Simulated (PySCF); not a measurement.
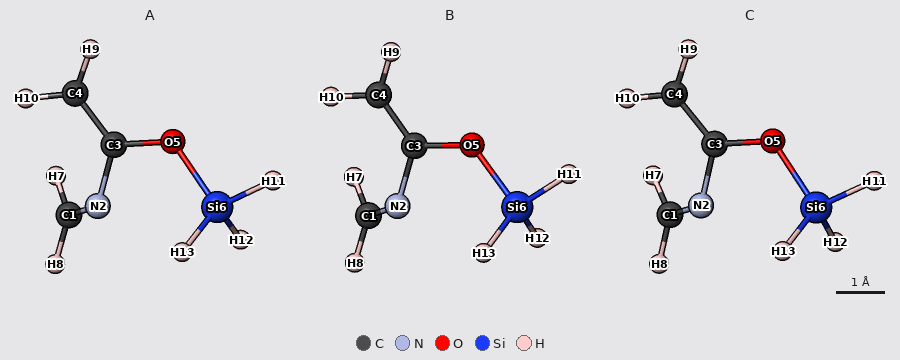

3 geometries from one relaxation of C3H7NOSi, in shuffled order. The picture is a ball-and-stick view, seen at a tilt.

The start comes from GFN2-xTB. Its atoms were then displaced at random by about 0.01 Å.

Level of theory: PySCF, PBE0-D3(BJ)/def2-SVP geometry optimisation, gas phase. 

Question: Put them in the order of the run, from the start to the converged end.

Answer: B, A, C. They are steps 0, 1, 8, at +29.3 kJ/mol, +3.30 kJ/mol relative to the last. Over 8 geometry steps the energy falls by 29.3 kJ/mol. H11 moves most after the best rigid fit: 0.18 Å. Largest moves by element: H 0.18 Å, O 0.10 Å, C 0.09 Å, N 0.07 Å, Si 0.03 Å. Among the contacts that change: N2–Si6 2.868 → 2.777 Å, O5–Si6 1.636 → 1.697 Å, Si6–H11 1.444 → 1.489 Å, C1–H8 1.056 → 1.098 Å. Among the angles between lasting bonds that change: H11–Si6–H13 114.5° → 109.7°, O5–Si6–H11 98.0° → 102.5°, C3–O5–Si6 126.2° → 121.9°.
